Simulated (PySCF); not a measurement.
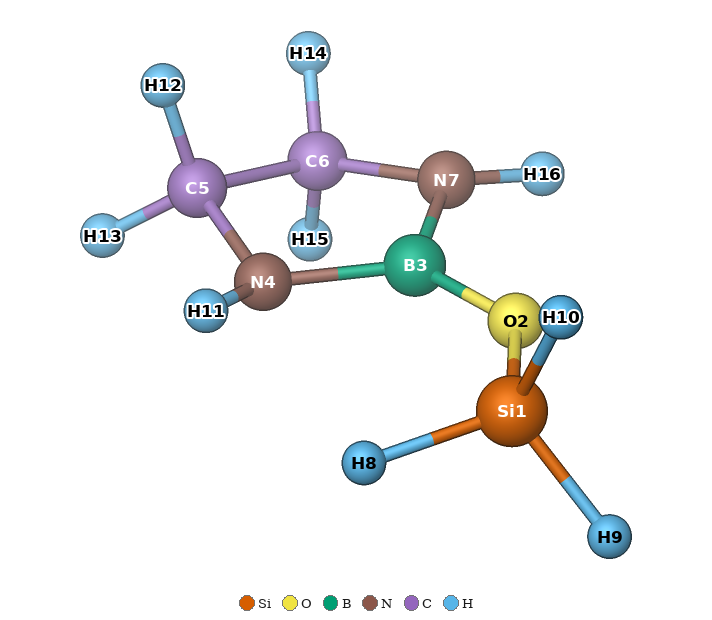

Depth is shown by fading: the farther an atom, the more it takes the colour of the background. The computed structure is the end point of a PBE0-D3(BJ)/def2-SVP optimisation. No frequency run is at hand to confirm it as a minimum.

Q: How is the 5-membered ring B3–N4–C5–C6–N7 puckered?

A: It is a twist (half-chair). The Cremer–Pople amplitude Q is 0.26 Å.

Q: Give the torsion angles round the ring, beginning with the bond from its second to its third atom.

A: 22°, −27°, 22°, −9°, −9°.
